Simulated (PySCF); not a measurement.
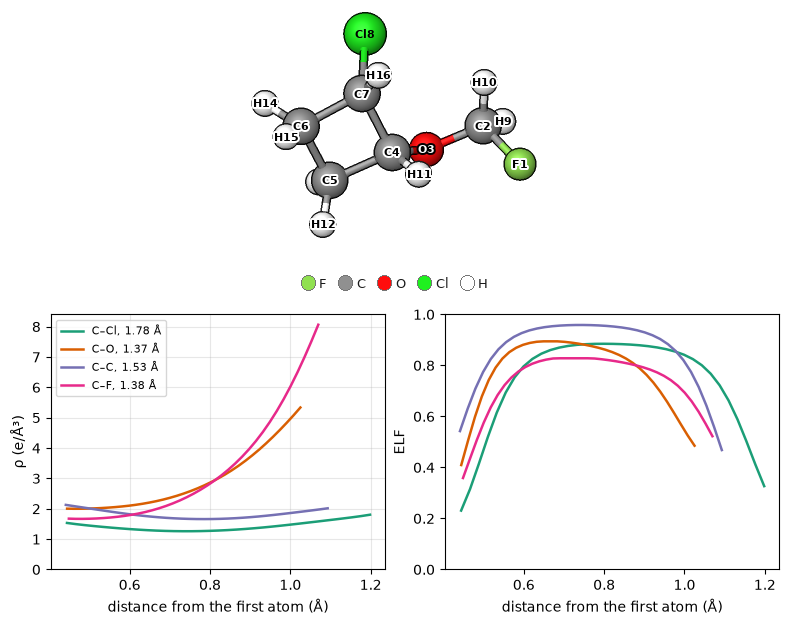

C$_{5}$H$_{8}$ClFO. Total electron density and electron localisation function along straight lines between neighbouring atoms. The curves leave out the atomic cores. The structure is drawn too.

Geometry: GFN2-xTB.

Method: PBE0/pcSseg-1, SCF density, gas phase, non-relativistic in PySCF 2.14.0.

```
atom    x (Å)    y (Å)    z (Å)
   F  -3.0052   0.1213  -0.6683
   C  -2.2950  -0.4257   0.3809
   O  -1.1003  -0.9320  -0.0482
   C  -0.1565   0.0287  -0.4618
   C   1.1565  -0.5951  -0.9517
   C   1.9425   0.3469  -0.0256
   C   0.6316   0.7835   0.6412
  Cl   0.4066   0.0916   2.2608
   H  -2.8888  -1.2588   0.7701
   H  -2.1948   0.3801   1.1244
   H  -0.6109   0.7233  -1.1781
   H   1.3521  -0.5049  -2.0159
   H   1.2174  -1.6379  -0.6538
   H   2.6564  -0.1330   0.6384
   H   2.4318   1.1663  -0.5477
   H   0.4490   1.8546   0.7240
```

Q: What can be read from the curves?

A: C–Cl (1.78 Å): ρ at the midpoint is about 1.3 e/Å³; the ELF peaks at about 0.90 between the atoms; localised, covalent bonding.
C–O (1.37 Å): ρ is about 2.3 e/Å³ halfway, with its minimum of 2 e/Å³ about 0.5 Å from C; the ELF peaks at about 0.90 between the atoms, as expected for a shared but strongly polarised pair.
C–C (1.53 Å): ρ at the midpoint is about 1.7 e/Å³; the ELF peaks at about 0.95 between the atoms, as expected for a shared electron pair.
C–F (1.38 Å): ρ at the midpoint is about 2.1 e/Å³, with its minimum of 1.7 e/Å³ about 0.5 Å from C; the ELF peaks at about 0.85 between the atoms: a polar covalent bond.
